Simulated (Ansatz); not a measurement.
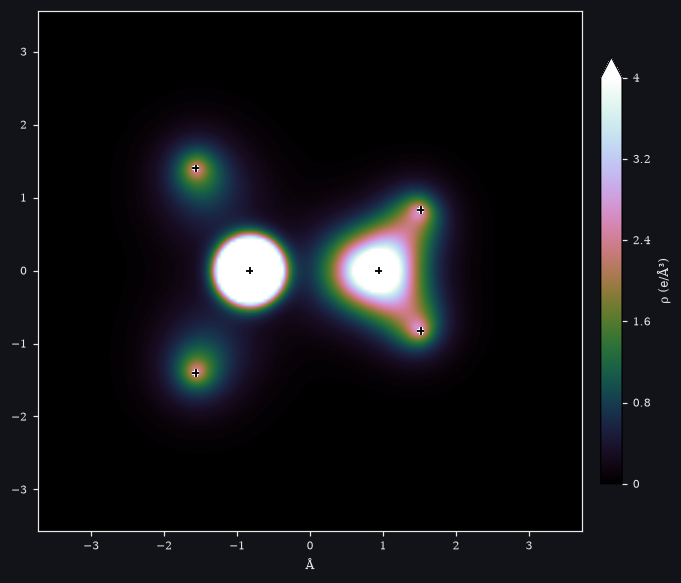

The total electron density on a plane through atoms (crosses mark nuclei in the plane).

Theory: RKS PBE0-D4/def2-TZVPP in Ansatz 0.2.0.

Candidates:
A. CH6HfO3 (SMILES [CH3][Hf]([OH])([OH])[OH])
B. AlH4N (SMILES [NH2][AlH2])
C. C2H7S (SMILES C[SH+]C) (charge +1)

Which system is this?

Candidate B: AlH4N on the molecular plane, which holds N, Al and H. Al–N (1.77 Å): ρ is about 0.86 e/Å³ halfway. N–H (1.01 Å): ρ at the midpoint is about 2.9 e/Å³.
